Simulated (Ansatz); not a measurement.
# HF/STO-3G run of CH4GeO2 (SMILES O=C[O][GeH3])

Aim: the electronic atomisation energy of CH4GeO2 at HF/STO-3G, from 5 runs. 

The calculation is run with Ansatz 0.2.0.

53 further runs of the same task are left out: 53 set aside as unsound or not needed. Runs told in other sessions of the task aren't counted.

## 1. The system as given

The species is CH4GeO2 (8 atoms), meant as a singlet with charge 0. SMILES: `O=C[O][GeH3]`. Geometry: relaxed at PBE0-D4/def2-TZVP. This is one conformer, not always the lowest.

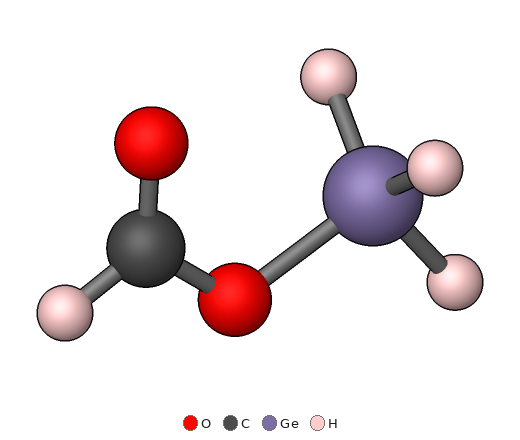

Viewed from a chosen angle; oxygen red, carbon dark grey, germanium purple, hydrogen pink.

## 2. A single-point energy at HF/STO-3G

Input file run.yaml:

```yaml
crystal:
  periodic: [false, false, false]
  atoms:
    - {symbol: O, position_ang: [1.249800, -0.737800, 1.111600]}
    - {symbol: C, position_ang: [1.395900, 0.277800, 0.484100]}
    - {symbol: O, position_ang: [0.493200, 0.797800, -0.322800]}
    - {symbol: Ge, position_ang: [-1.061900, -0.180000, -0.421000]}
    - {symbol: H, position_ang: [2.310300, 0.889700, 0.516800]}
    - {symbol: H, position_ang: [-1.700900, -0.218500, 0.966900]}
    - {symbol: H, position_ang: [-0.732900, -1.562300, -0.983900]}
    - {symbol: H, position_ang: [-1.861500, 0.676100, -1.407500]}
basis:
  gaussian: {orbitals: STO-3G}
hamiltonian: {xc: hf}
accuracy: high
output: {orbitals: {seedname: orbitals}}
```

Command:

```console
$ ansatz run run.yaml --threads 1 --pin off --max-ram 2610MiB --events-out events.jsonl --progress --plain --runs-dir runs
```

Output:

```text
Warning: RAYON_NUM_THREADS=1 ignored (pool sized by the plan → 1); use --threads N
Functional definition: HF
  name "HF"
  exchange = exact_x
  correlation = 0
656 factors; integrals over basis functions are off by at most 5.0e-9 eV
mean field evaluation 1: about -60926.9223 eV, gradient 3.5e1 eV
mean field evaluation 2: about -60927.0565 eV, gradient 3.5e1 eV
mean field evaluation 4: about -60931.0117 eV, gradient 3.1e0 eV
mean field evaluation 8: about -60931.0770 eV, gradient 1.9e-2 eV
mean field -60931.07245639 eV, -2239.1756122081 hartree, gradient 1.7e-8 eV, S^2 0.000000; 0 other end points of the search recorded, 0 dependent functions left out
reference -60931.07245639 eV, -2239.1756122081 hartree; 29, 29 occupied and 8, 8 virtual orbitals, 656 factors
Total energy: -60931.07245639 eV, -2239.1756122081 hartree
```

Run time: 0.41 s. Hardware: 1 thread of Arm Neoverse V2, shared host.

## 3. The C atom at the same level

Input file molecule.yaml:

```yaml
basis:
  gaussian:
    orbitals: STO-3G
crystal:
  periodic: [false, false, false]
  atoms:
    - {symbol: C, position_ang: [0.000000, 0.000000, 0.000000]}
accuracy: high
hamiltonian:
  xc: hf
magnetization:
  spin_polarized: true
  initial_magnetization: 2
```

Run the same way, it converges to -37.19839 Eh (log not shown).

## 4. The Ge atom, same level

Input file input.yaml:

```yaml
crystal:
  periodic: [false, false, false]
  atoms:
    - {symbol: Ge, position_ang: [0.000000, 0.000000, 0.000000]}
basis:
  gaussian: {orbitals: STO-3G}
magnetization: {spin_polarized: true, initial_magnetization: 2}
hamiltonian: {xc: hf}
accuracy: high
```

Run the same way, it converges to -2051.63626 Eh (log not shown).

## 5. The H atom at the same level

Input file in.yaml:

```yaml
basis:
  gaussian:
    orbitals: STO-3G
crystal:
  periodic: [false, false, false]
  atoms:
    - {symbol: H, position_ang: [0.000000, 0.000000, 0.000000]}
hamiltonian:
  xc: hf
total_charge: 0
accuracy: high
magnetization:
  spin_polarized: true
  initial_magnetization: 1
```

Run the same way, it converges to -0.46658 Eh (log not shown).

## 6. The O atom, same level

Input file molecule.yaml:

```yaml
crystal:
  periodic: [false, false, false]
  atoms:
    - {symbol: O, position_ang: [0.000000, 0.000000, 0.000000]}
basis:
  gaussian:
    orbitals: STO-3G
accuracy: high
hamiltonian:
  xc: hf
magnetization:
  spin_polarized: true
  initial_magnetization: 2
```

Run the same way, it converges to -73.80415 Eh (log not shown).

## 7. Results

Level: HF/STO-3G.

```
                     quantity           value
       molecule: total energy  -2239.17561 Eh
        molecule: HOMO energy        -8.86 eV
        molecule: LUMO energy         8.92 eV
      molecule: HOMO–LUMO gap        17.78 eV
         C atom: total energy    -37.19839 Eh
                 C atom: ⟨S²⟩           2.000
        Ge atom: total energy  -2051.63626 Eh
                Ge atom: ⟨S²⟩           2.000
         H atom: total energy     -0.46658 Eh
                 H atom: ⟨S²⟩           0.750
         O atom: total energy    -73.80415 Eh
                 O atom: ⟨S²⟩           2.000
electronic atomisation energy       23.574 eV
```

Taking the molecule apart into free atoms costs 23.57 eV (544 kcal/mol), before zero-point energy and without spin-orbit coupling. Hartree–Fock lacks the correlation of the bonding pairs, which as a rule makes this value much too low; in minimal bases other errors can mask that. In a minimal basis such a difference can be off by several eV, whatever the method.
